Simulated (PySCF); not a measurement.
## Electronic structure of SnO in real space

```xyz
2

Sn    0.0000    0.0000   -0.2147
O     0.0000    0.0000    1.6093
```

Core potentials replace the inner electrons of Sn.

Method: PBE0/def2-TZVPPD, non-relativistic Hamiltonian with scalar-relativistic core potentials where named, at a bond length of 1.824 Å (PySCF).

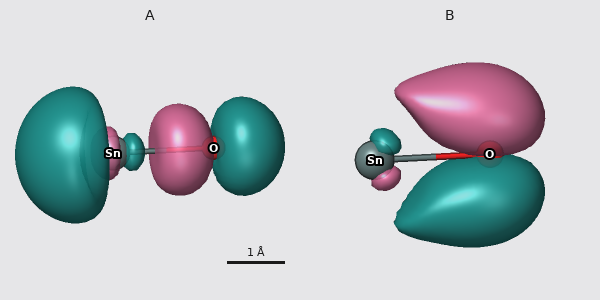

Figure 1. Two frontier orbitals, each drawn at the value that holds 80 % of its norm (teal and pink are the two phases), in no order; of a degenerate pair one member is drawn.

Q: Name the orbitals and rank them from lowest to highest energy.

A: Orbital B: π, occupied, −7.91 eV; mainly on O (75 %).
Orbital A: σ, occupied, −7.71 eV; shared between the atoms (Sn 45 %, O 55 %).

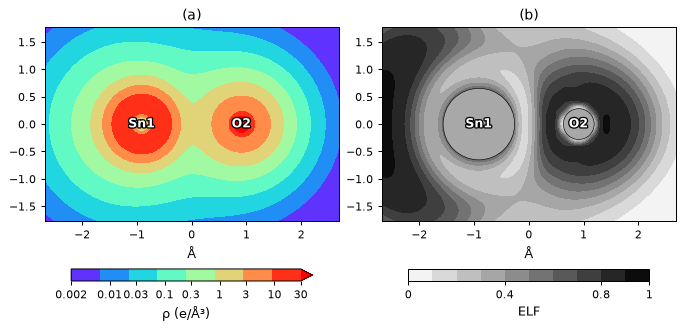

Figure 2. (a) electron density; (b) ELF on a plane that holds the molecular axis. Grey discs cover the atomic cores in the ELF map.

Q: Describe what can be read from this map.

A: Atoms in the plane: Sn and O.
Sn–O (1.82 Å): ρ at the midpoint is about 1.2 e/Å³; the ELF peaks at about 0.80 in the valence shell of O, 0.6 Å from its nucleus, and drops to about 0.15 between the two atoms.
The ELF also peaks beside O2, away from the bonds: lone-pair regions.

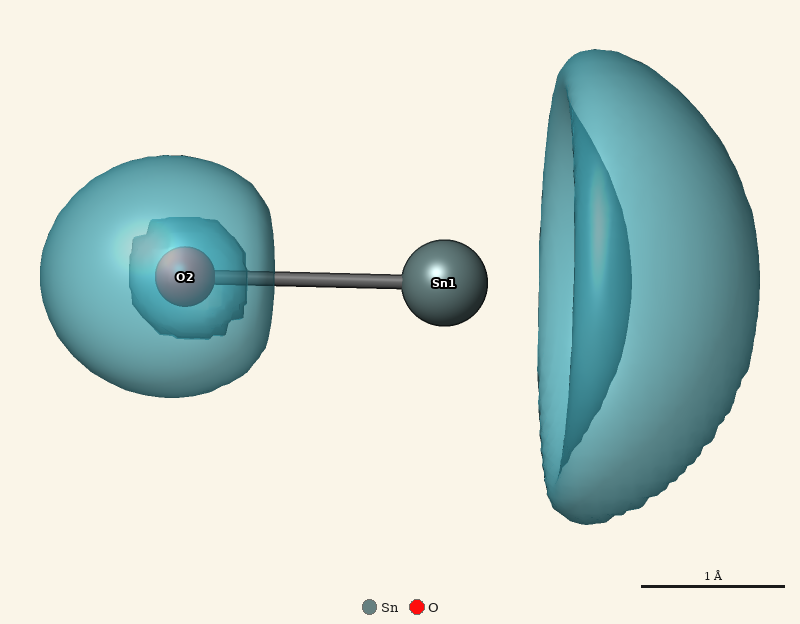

Figure 3. Isosurface of the electron localisation function at 0.75 (cyan), seen from one side. Only the valence region is drawn (cores and ρ < 0.01 e/Å³ removed).

Q: Where are the electrons localised?

A: At this value the surface marks out one lobe on Sn, pointing away from the bonds (lone pairs) and one region wrapped around O (its valence shell).

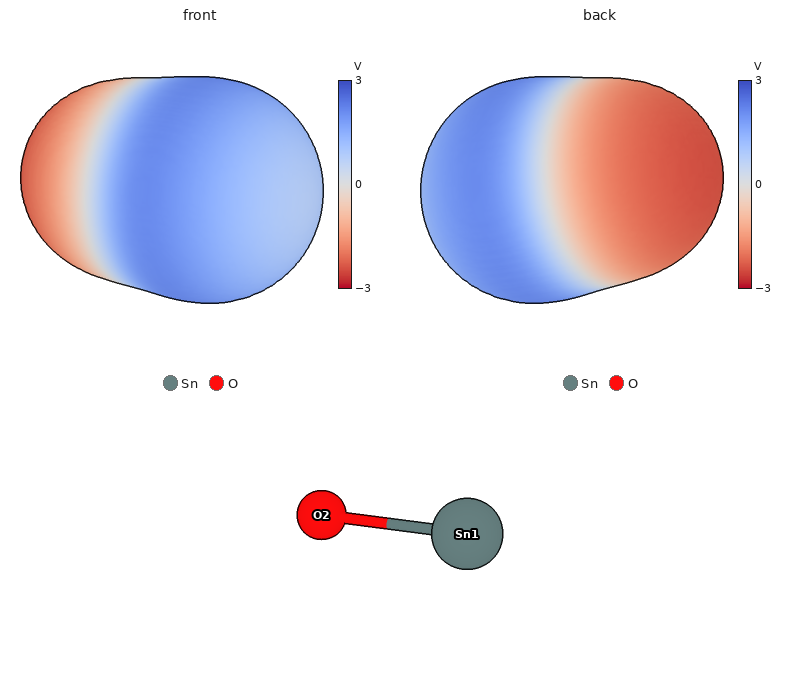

Figure 4. The electrostatic potential painted on the density surface at 0.002 e/bohr³, seen from the front and from behind; the colour scale runs from red (negative) to blue (positive). The bare structure is drawn below in the same view.

Q: Which sites attract a positive test charge, and which a negative one?

A: A positive charge is drawn to the negative regions and a negative charge to the positive ones. The most negative region (about −2.4 V) lies over O2, the most positive (about +2.1 V) over Sn1. O2 is the likeliest acceptor of a hydrogen bond.
